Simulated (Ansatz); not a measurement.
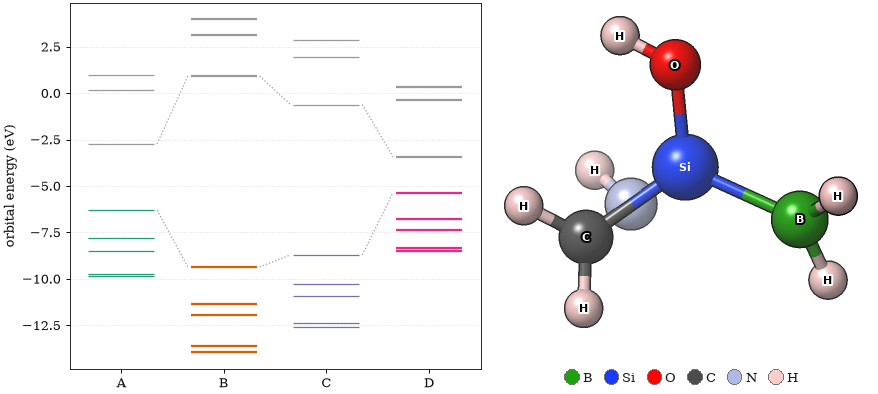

Frontier orbital energies of CH₆BNOSi, SMILES B[Si@]1(O)CN1 at one geometry, def2-TZVPP, the Ansatz code, at a PBE0-D4/def2-TZVP geometry (a minimum by its frequencies). Empty levels are grey, levels within 0.1 eV stand side by side; all columns show the same few orbitals around the gap. Dotted lines join the HOMOs and the LUMOs.

The columns come from B3LYP, HF, PBE and ωB97M-V. Which is which?

Answer. A: B3LYP (HOMO −6.30, LUMO −2.73, separation 3.58 eV)
B: HF (HOMO −9.36, LUMO 0.92, separation 10.27 eV)
C: ωB97M-V (HOMO −8.71, LUMO −0.62, separation 8.09 eV)
D: PBE (HOMO −5.36, LUMO −3.43, separation 1.93 eV)

Caveats, for all or some of the runs: empty levels above zero depend strongly on the basis.
